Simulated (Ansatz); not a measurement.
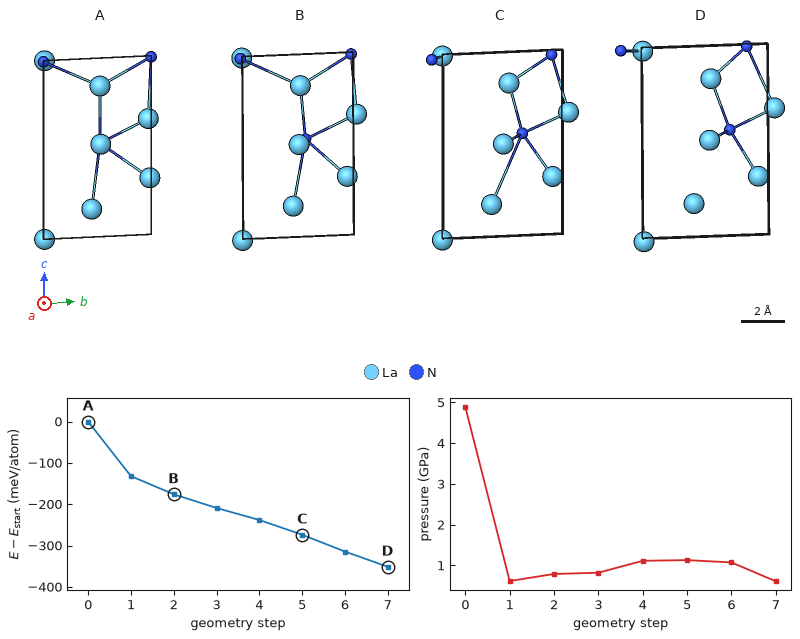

Frames of a relaxation of a crystal of La$_{3}$N (a generated structure, set up in P1) (coarse preliminary run), marked on the history of the run. A ball-and-stick model of the cell of the calculation, seen along the a axis.

Method: Ansatz, DFT PBE, scalar-relativistic, plane waves, PAW.

Input file:
```yaml
crystal:
  lattice:
    - [0.0589837862, -0.0426289628, 4.9904485177]
    - [5.0637128159, 0.1141090453, 0.0610002319]
    - [0.1976426642, 8.3957870569, -0.0763597033]
  atoms:
    - { symbol: La, position: [0.5254744472, 0.9880486093, 0.3168748872] }
    - { symbol: La, position: [0.5013148026, 0.5246380381, 0.8432779602] }
    - { symbol: La, position: [0.5374983906, 0.4478622258, 0.1564603126] }
    - { symbol: La, position: [0.4743206619, -0.0262452036, 0.6488742183] }
    - { symbol: La, position: [0.0236522304, 1.0093690186, -0.0006815223] }
    - { symbol: La, position: [-0.041001657, 0.532169444, 0.5173562091] }
    - { symbol: "N", position: [0.5241926325, -0.0001608, -0.0060763527] }
    - { symbol: "N", position: [0.4545484918, 0.5243186678, 0.5239142876] }
basis:
  ecutwfc: 420
kpoints:
  mp_grid: { grid: [4, 4, 4] }
hamiltonian:
  xc: pbe
scf:
  occupations: { method: gaussian, width: 0.2 }
  lower_state_search: "off"
output:
  forces: true
  stress: true
  eigenvalues: true
relax:
  adjacent_minimum: "off"
  f_tol: 0.025
  max_steps: 60
  cell: { stress_tol: 0.25 }
```

Launched with:
```bash
ansatz run input.yaml --threads 1 --pin off --max-ram 2560MiB --backend cpu --events-out ev --progress --plain --runs-dir out
```

> Describe the path.

The run was cut off at its time limit before the relaxation converged, so the last structure is only a point on the way. The atom that moves furthest relative to the cell is N8 (1.09 Å roughly along [1 3 1]). By element the largest moves are N 1.09 Å, La 0.50 Å. Cell: a 4.991 → 4.363 Å (−12.6 %), b 5.065 → 5.926 Å (+17.0 %), c 8.398 → 8.961 Å (+6.7 %), α 87.4° → 88.3°, β 91.0° → 89.5°, γ 88.6° → 90.3°. Volume +9.2 %. Near-neighbour distances that change, for instance: La2–N7 2.890 → 4.435 Å, La3–N7 2.703 → 3.821 Å, La4–N8 2.933 → 3.904 Å, La3–N8 3.161 → 3.863 Å. Bonds break: La2–N7 (2.89 → 4.44 Å), La3–N7 (2.70 → 3.82 Å), La4–N8 (2.93 → 3.90 Å). Among the angles between lasting bonds that change: La6–N8–La6 177.0° → 128.2°, N8–La6–N8 177.0° → 128.2°, N7–La5–N7 176.9° → 130.6°. The space group stays P1 (No. 1). The energy falls by 351 meV per atom in 7 geometry steps. The largest force component goes from 2.4 to 0.52 eV/Å. The pressure goes from 4.89 to 0.61 GPa. From step 0 to 2: La4 moves most (0.31 Å), volume +3.7 %, energy −176 meV per atom. From step 2 to 5: N8 moves most (0.60 Å), volume +3.1 %, energy −97.7 meV per atom. From step 5 to 7: N7 moves most (0.45 Å), volume +2.2 %, energy −77.6 meV per atom.

```json
{"step": "0", "E − E(0), meV/atom": "0.00", "largest force component, eV/Å": "2.3958", "pressure, GPa": "4.89", "volume, Å³/atom": "26.500"}
{"step": "1", "E − E(0), meV/atom": "-132.07", "largest force component, eV/Å": "0.4549", "pressure, GPa": "0.62", "volume, Å³/atom": "27.443"}
{"step": "2", "E − E(0), meV/atom": "-176.00", "largest force component, eV/Å": "0.4911", "pressure, GPa": "0.79", "volume, Å³/atom": "27.482"}
{"step": "3", "E − E(0), meV/atom": "-209.08", "largest force component, eV/Å": "0.3420", "pressure, GPa": "0.82", "volume, Å³/atom": "27.662"}
{"step": "4", "E − E(0), meV/atom": "-238.24", "largest force component, eV/Å": "0.5126", "pressure, GPa": "1.12", "volume, Å³/atom": "27.920"}
{"step": "5", "E − E(0), meV/atom": "-273.73", "largest force component, eV/Å": "0.3346", "pressure, GPa": "1.13", "volume, Å³/atom": "28.329"}
{"step": "6", "E − E(0), meV/atom": "-314.53", "largest force component, eV/Å": "0.4919", "pressure, GPa": "1.08", "volume, Å³/atom": "28.679"}
{"step": "7", "E − E(0), meV/atom": "-351.33", "largest force component, eV/Å": "0.5183", "pressure, GPa": "0.61", "volume, Å³/atom": "28.947"}
```
